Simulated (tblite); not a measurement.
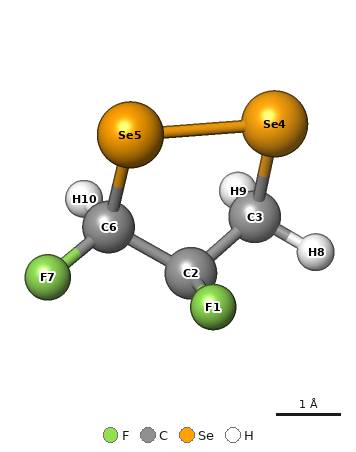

This is the input geometry for a relaxation of C$_{3}$H$_{3}$F$_{2}$Se$_{2}$ (multiplicity 2). Style: ball-and-stick. Shown at a tilt.

Computed with GFN2-xTB geometry optimisation, gas phase (tblite).

```xyz
10

F     0.0702   -0.7604   -1.6760
C     0.0108   -0.7838   -0.3173
C    -1.2340   -0.2328    0.2834
Se   -1.3563    1.6448   -0.3356
Se    1.0515    1.7985   -0.3850
C     1.2075   -0.0595    0.2291
F     2.3860   -0.5351   -0.3179
H    -2.0867   -0.7387   -0.2244
H    -1.3007   -0.2708    1.3743
H     1.2607   -0.0575    1.3469
```

**Where does the relaxation end?**

After 59 geometry steps the energy has fallen by 1.378 eV. Se5 moves most after the best rigid fit: 1.38 Å. Largest moves by element: Se 1.38 Å, F 0.55 Å, C 0.55 Å, H 0.34 Å. Some distances before and after: Se5–F7 2.689 → 4.476 Å, Se5–C6 1.963 → 3.574 Å, C2–Se5 2.785 → 3.558 Å, Se4–Se5 2.413 → 2.198 Å. Bonds break, among them: Se5–C6 (1.96 → 3.57 Å). Among the angles between lasting bonds that change: C3–C2–C6 109.9° → 125.2°, F1–C2–C6 108.7° → 120.8°, C3–Se4–Se5 90.3° → 102.0°. Groups turn about C3–Se4 by about 35°.

Step by step:

| step | E − E(0), eV |
| --- | --- |
| 0 | 0.0000 |
| 1 | -0.1602 |
| 2 | -0.3272 |
| 3 | -0.4215 |
| 4 | -0.7630 |
| 5 | -0.8700 |
| 6 | -0.9957 |
| 7 | -1.0060 |
| 8 | -1.0322 |
| 9 | -1.0444 |
| 10 | -1.0607 |
| 13 | -1.1003 |
| 15 | -1.1485 |
| 18 | -1.2553 |
| 20 | -1.2795 |
| 23 | -1.3031 |
| 25 | -1.3210 |
| 28 | -1.3372 |
| 31 | -1.3456 |
| 33 | -1.3475 |
| 36 | -1.3499 |
| 38 | -1.3521 |
| 41 | -1.3549 |
| 44 | -1.3635 |
| 46 | -1.3694 |
| 49 | -1.3747 |
| 51 | -1.3770 |
| 54 | -1.3779 |
| 56 | -1.3781 |
| 59 | -1.3782 |

Final geometry:

```xyz
10

F     0.0067   -1.2272   -1.5926
C     0.1281   -0.6754   -0.3687
C    -1.1262   -0.1222    0.1630
Se   -1.4410    1.7528   -0.5787
Se    0.3217    2.8378    0.1613
C     1.3151   -0.5943    0.2275
F     2.4330   -1.0804   -0.3141
H    -1.9844   -0.7030   -0.1690
H    -1.1083   -0.0245    1.2460
H     1.4643   -0.1589    1.2027
```

After the run, drawn alike:

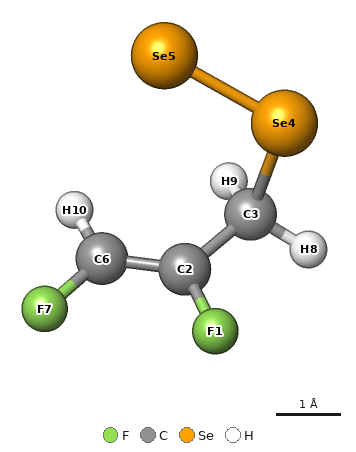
